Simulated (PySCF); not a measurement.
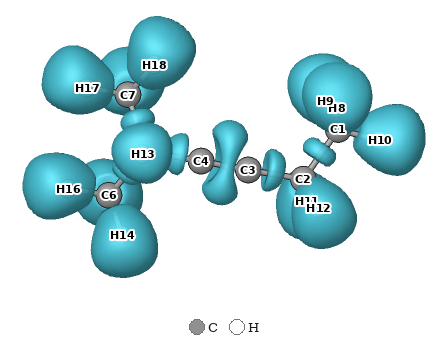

C7H12 (charge +1, doublet). Isosurface of the electron localisation function at 0.8 (cyan), seen across its widest extent. Only the valence region is drawn (cores and ρ < 0.01 e/Å³ removed).

Geometry: GFN2-xTB.

Method: PySCF, UKS B3LYP, pcH-1 on C H, non-relativistic, mean-field spin-orbit, GIAO.

```xyz
19

C     3.2877    0.1424    0.1959
C     2.3450   -0.6104   -0.7231
C     0.9654   -0.4781   -0.4147
C    -0.2155   -0.3402   -0.1386
C    -1.5995   -0.1801    0.1583
C    -2.5174   -0.4289   -1.0359
C    -1.9139    1.0915    0.9428
H     3.1671   -0.1780    1.2303
H     3.0892    1.2137    0.1683
H     4.3166   -0.0269   -0.1076
H     2.4999   -0.3064   -1.7711
H     2.5893   -1.6860   -0.7297
H    -1.8098   -1.0148    0.8641
H    -2.2930   -1.3718   -1.5291
H    -2.3853    0.3690   -1.7668
H    -3.5560   -0.4321   -0.7172
H    -2.9528    1.0900    1.2614
H    -1.2738    1.1958    1.8160
H    -1.7529    1.9605    0.3043
```

> Where are the electrons localised?

At this value the surface marks out six regions between bonded C–C atoms (shared pairs) and twelve regions around hydrogen nuclei.

Values along the shortest contacts:
C–C (1.22 Å): the ELF peaks at about 0.90 between the atoms: a short, multiple covalent bond. C–H (1.09 Å): the ELF climbs to about 1 towards the hydrogen, as it does in any bond to H; an ordinary covalent bond to hydrogen.
